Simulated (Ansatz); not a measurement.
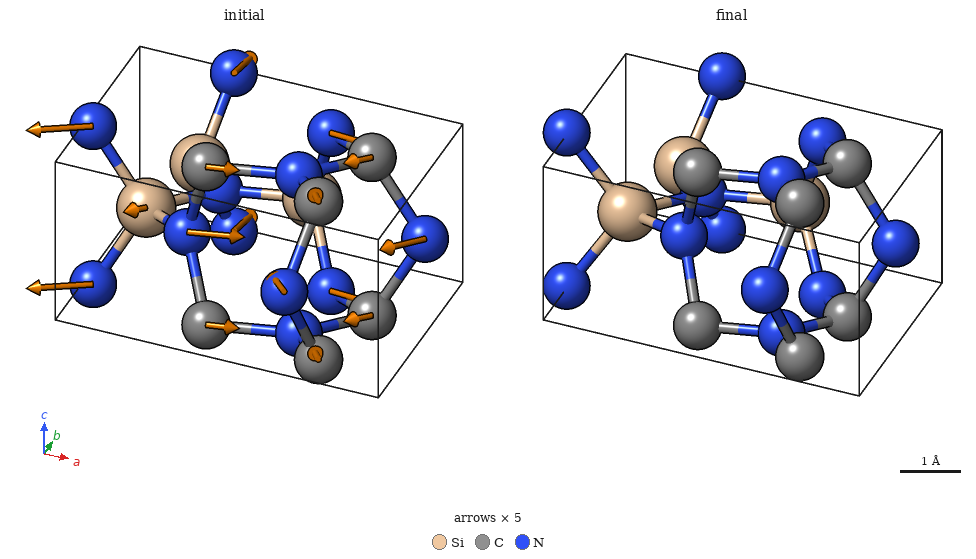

The structure of solid Si3C3N8 (built on the beta-nitride host type) before (left) and after (right) a relaxation, at one scale. The orange arrows give the displacements (the part carried along by the change of the cell is left out), 5 times their true length.

A ball-and-stick model of the cell of the calculation, seen slightly off an axis.

Level of theory: DFT, PBE, plane waves, PAW (Ansatz).

Input file:
```yaml
crystal:
  lattice:
    - [7.24160027, 0.0, 0.0]
    - [-3.62080013, 6.2714098, 0.0]
    - [0.0, 0.0, 2.76654185]
  atoms:
    - { symbol: Si, position: [0.23108243, 0.82494615, 0.5] }
    - { symbol: C, position: [0.40613628, 0.23108243, 0.0] }
    - { symbol: C, position: [0.82494615, 0.59386372, 0.0] }
    - { symbol: Si, position: [0.17505385, 0.40613628, 0.5] }
    - { symbol: Si, position: [0.59386372, 0.76891757, 0.5] }
    - { symbol: C, position: [0.76891757, 0.17505385, 0.0] }
    - { symbol: "N", position: [0.33333333, 0.66666667, 0.5] }
    - { symbol: "N", position: [0.66666667, 0.33333333, 0.0] }
    - { symbol: "N", position: [0.96919449, 0.6698534, 0.5] }
    - { symbol: "N", position: [0.29934109, 0.96919449, 0.0] }
    - { symbol: "N", position: [0.6698534, 0.70065891, 0.0] }
    - { symbol: "N", position: [0.3301466, 0.29934109, 0.5] }
    - { symbol: "N", position: [0.03080551, 0.3301466, 0.0] }
    - { symbol: "N", position: [0.70065891, 0.03080551, 0.5] }
kpoints:
  mp_grid: { grid: [6, 6, 8] }
hamiltonian:
  xc: pbe
scf:
  occupations: { method: fermi_dirac, width: 0.02 }
relax:
  f_tol: 0.005
  cell: {}
```

### Describe what moved and what it gained.

The largest moves relative to the cell, 0.24 Å, are those of N10, N11 and N13. N13 goes along [−1 −1 0]. By element the largest moves are N 0.24 Å, C 0.13 Å, Si 0.10 Å. The volume changes by −7.2 %, with a = b 7.242 → 7.084 Å (−2.2 %), c 2.767 → 2.683 Å (−3.0 %). Among the contacts that change: C2–N10 1.652 → 1.435 Å, C2–N8 1.646 → 1.485 Å, Si1–N9 1.652 → 1.756 Å, C2–N12 1.653 → 1.584 Å. Among the angles between lasting bonds that change: N11–Si5–N11 113.6° → 104.8°, Si4–N13–Si4 113.6° → 104.8°, N7–Si5–N14 106.8° → 98.4°. The space group stays P-6 (No. 174). After 11 accepted moves (14 points after the start) the energy has fallen by 297 meV per atom. Largest force component: 6.1 eV/Å at the start, 0.0013 eV/Å at the end. The pressure goes from −6.04 to −0.01 GPa. The line search rejected the trial step at point 6 of the run. The SCF was repeated twice at an unchanged geometry on a basis and grid sized afresh for the cell, which shifted the energy by 2.0 meV per atom at most. Cost: 110 s on 1 × NVIDIA H100 80GB HBM3 with 2 threads of AMD EPYC 7R13 Processor (Zen 3) (shared host), peak memory 1 GiB.
